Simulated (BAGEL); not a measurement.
# UHF/3-21G (density fitting with qzvpp-jkfit) run of CH6AlGe (SMILES [CH3][Al][GeH3])

What is the vertical ionisation energy of CH6AlGe at UHF/3-21G (density fitting with qzvpp-jkfit)? 

The calculation is run with BAGEL 1.2.2.

2 further runs of the same task are left out: 1 that didn't finish, 1 set aside as unsound or not needed. Runs told in other sessions of the task aren't counted.

### 1 The structure to begin with

The species is CH6AlGe (9 atoms), meant as a doublet with charge 0. SMILES: `[CH3][Al][GeH3]`. The coordinates come from a PBE0-D4/def2-TZVP relaxation.

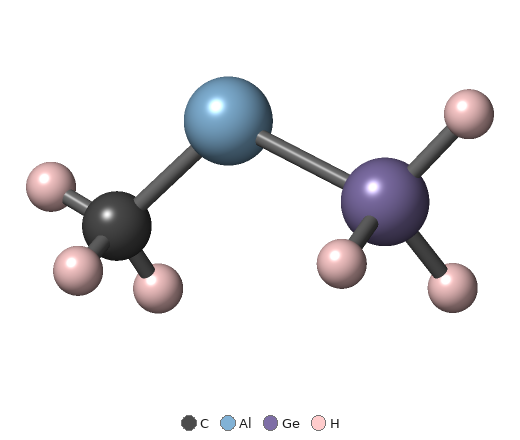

Viewed from a chosen angle; carbon dark grey, aluminium light blue, germanium purple, hydrogen pink.

### 2 The energy at UHF/3-21G (density fitting with qzvpp-jkfit)

hf.json

```json
{ "bagel" : [

{
  "title" : "molecule",
  "basis" : "3-21g",
  "df_basis" : "qzvpp-jkfit",
  "angstrom" : "true",
  "geometry" : [
    { "atom" : "C", "xyz" : [   -0.875600,    1.332100,   -1.110000 ] },
    { "atom" : "Al", "xyz" : [    0.881900,    0.543800,   -0.713300 ] },
    { "atom" : "Ge", "xyz" : [    0.948800,   -1.269200,    1.023400 ] },
    { "atom" : "H", "xyz" : [   -1.565200,    0.544800,   -1.436000 ] },
    { "atom" : "H", "xyz" : [   -0.851700,    2.107200,   -1.878000 ] },
    { "atom" : "H", "xyz" : [   -1.295700,    1.766800,   -0.195400 ] },
    { "atom" : "H", "xyz" : [    2.360300,   -1.837600,    1.267600 ] },
    { "atom" : "H", "xyz" : [    0.052500,   -2.467400,    0.632600 ] },
    { "atom" : "H", "xyz" : [    0.433100,   -0.767000,    2.392200 ] }
  ]
},
{
  "title" : "uhf",
  "nopen" : 1
},
{
  "title" : "print",
  "file" : "orbitals.molden",
  "orbitals" : "true"
}

]}
```

Started as:

```console
BAGEL_NUM_THREADS=1 BAGEL hf.json > hf.out
```

The log of the run:

```text
* using 1 threads per process

  ===============================================================
  ===============================================================

  *** Geometry ***

  { "atom" : "C", "xyz" : [     -1.654644,      2.517304,     -2.097596 ] },
  { "atom" : "Al", "xyz" : [      1.666549,      1.027633,     -1.347942 ] },
  { "atom" : "Ge", "xyz" : [      1.792972,     -2.398440,      1.933946 ] },
  { "atom" : "H", "xyz" : [     -2.957799,      1.029523,     -2.713647 ] },
  { "atom" : "H", "xyz" : [     -1.609480,      3.982031,     -3.548906 ] },
  { "atom" : "H", "xyz" : [     -2.448518,      3.338768,     -0.369252 ] },
  { "atom" : "H", "xyz" : [      4.460321,     -3.472561,      2.395417 ] },
  { "atom" : "H", "xyz" : [      0.099211,     -4.662710,      1.195441 ] },
  { "atom" : "H", "xyz" : [      0.818440,     -1.449420,      4.520603 ] },

  Number of auxiliary basis functions:      577

  Since a DF basis is specified, we compute 2- and 3-index integrals:
    o Being stored without compression. Storage requirement is 0.014 GB

  Number of basis functions:       56
  Number of electrons      :       57

    * METHOD: MOLECULE                             0.19

  *** Open-shell HF ***

  === Nuclear Repulsion ===
   207.5571304597

      * DIIS with orbital gradients will be used.

  === UHF iteration (3-21g) ===
      0      -2346.93416176          0.03051740           0.09
      1      -2347.00550852          0.01269697           0.08
      2      -2347.01868555          0.00609633           0.09
      3      -2347.02174471          0.00119343           0.09
      4      -2347.02264221          0.00036578           0.09
      5      -2347.02279247          0.00008955           0.08
      6      -2347.02281357          0.00002927           0.08
      7      -2347.02281713          0.00000977           0.09
      8      -2347.02281757          0.00000243           0.08
      9      -2347.02281761          0.00000083           0.09
     10      -2347.02281762          0.00000054           0.08
     11      -2347.02281762          0.00000019           0.09
     12      -2347.02281762          0.00000008           0.09
     13      -2347.02281762          0.00000003           0.08
     14      -2347.02281762          0.00000002           0.08
     15      -2347.02281762          0.00000001           0.09
     16      -2347.02281762          0.00000000           0.09
    * SCF iteration converged.

    * S^2 (UHF) is 0.7528

    * Permanent dipole moment:
           (    0.068727,    -0.466021,     0.435646) a.u.

    * METHOD: UHF                                  1.58

    * METHOD: PRINT                                0.00

  ===============================================================
```

It took 1.9 s on 1 thread of Intel Xeon 6975P-C (Granite Rapids), shared host; peak memory 0.11 GiB.

### 3 The singlet cation, same level

input.json

```json
{ "bagel": [

{
  "title": "molecule",
  "basis": "3-21g",
  "df_basis": "qzvpp-jkfit",
  "angstrom": "true",
  "geometry": [
    { "atom": "C", "xyz": [      -0.875600,       1.332100,      -1.110000 ] },
    { "atom": "Al", "xyz": [       0.881900,       0.543800,      -0.713300 ] },
    { "atom": "Ge", "xyz": [       0.948800,      -1.269200,       1.023400 ] },
    { "atom": "H", "xyz": [      -1.565200,       0.544800,      -1.436000 ] },
    { "atom": "H", "xyz": [      -0.851700,       2.107200,      -1.878000 ] },
    { "atom": "H", "xyz": [      -1.295700,       1.766800,      -0.195400 ] },
    { "atom": "H", "xyz": [       2.360300,      -1.837600,       1.267600 ] },
    { "atom": "H", "xyz": [       0.052500,      -2.467400,       0.632600 ] },
    { "atom": "H", "xyz": [       0.433100,      -0.767000,       2.392200 ] }
  ]
},

{
  "title": "hf",
  "charge": 1
},

{
  "title": "print",
  "file": "orbitals.molden",
  "orbitals": "true"
}

]}
```

Started as:

```console
BAGEL_NUM_THREADS=1 BAGEL input.json > input.out
```

The log of the run:

```text
* using 1 threads per process

  ===============================================================
  ===============================================================

  *** Geometry ***

  { "atom" : "C", "xyz" : [     -1.654644,      2.517304,     -2.097596 ] },
  { "atom" : "Al", "xyz" : [      1.666549,      1.027633,     -1.347942 ] },
  { "atom" : "Ge", "xyz" : [      1.792972,     -2.398440,      1.933946 ] },
  { "atom" : "H", "xyz" : [     -2.957799,      1.029523,     -2.713647 ] },
  { "atom" : "H", "xyz" : [     -1.609480,      3.982031,     -3.548906 ] },
  { "atom" : "H", "xyz" : [     -2.448518,      3.338768,     -0.369252 ] },
  { "atom" : "H", "xyz" : [      4.460321,     -3.472561,      2.395417 ] },
  { "atom" : "H", "xyz" : [      0.099211,     -4.662710,      1.195441 ] },
  { "atom" : "H", "xyz" : [      0.818440,     -1.449420,      4.520603 ] },

  Number of auxiliary basis functions:      577

  Since a DF basis is specified, we compute 2- and 3-index integrals:
    o Being stored without compression. Storage requirement is 0.014 GB

  Number of basis functions:       56
  Number of electrons      :       57

    * METHOD: MOLECULE                             0.19

  *** RHF ***

  === Nuclear Repulsion ===
   207.5571304597

      * DIIS with orbital gradients will be used.

  === RHF iteration (3-21g) ===
      0      -2346.69063079          0.01468662           0.05
      1      -2346.76213058          0.00631525           0.04
      2      -2346.77332172          0.00136084           0.04
      3      -2346.77447929          0.00026116           0.04
      4      -2346.77454328          0.00010491           0.04
      5      -2346.77455615          0.00003635           0.04
      6      -2346.77455782          0.00001335           0.04
      7      -2346.77455807          0.00000201           0.04
      8      -2346.77455807          0.00000063           0.04
      9      -2346.77455807          0.00000021           0.04
     10      -2346.77455807          0.00000006           0.04
     11      -2346.77455807          0.00000001           0.04
    * SCF iteration converged.

    * Permanent dipole moment:
           (   -0.540896,    -1.740675,     1.792218) a.u.

    * METHOD: HF                                   0.61

    * METHOD: PRINT                                0.00

  ===============================================================
```

Wall time 0.94 s (1 thread of Intel Xeon 6975P-C (Granite Rapids), shared host); peak memory 0.11 GiB.

### 4 Outcome

Level: UHF/3-21G (density fitting with qzvpp-jkfit).

```
                                          quantity           value
                     doublet CH6AlGe: total energy  -2347.02282 Eh
                    doublet CH6AlGe: dipole moment          1.63 D
                             doublet CH6AlGe: ⟨S²⟩           0.753
                      singlet cation: total energy  -2346.77456 Eh
                       singlet cation: HOMO energy       -15.27 eV
                       singlet cation: LUMO energy        -6.04 eV
                     singlet cation: HOMO–LUMO gap         9.23 eV
vertical ionisation energy (to the singlet cation)        6.755 eV
```

Removing an electron at fixed nuclei costs 6.76 eV (652 kJ/mol).
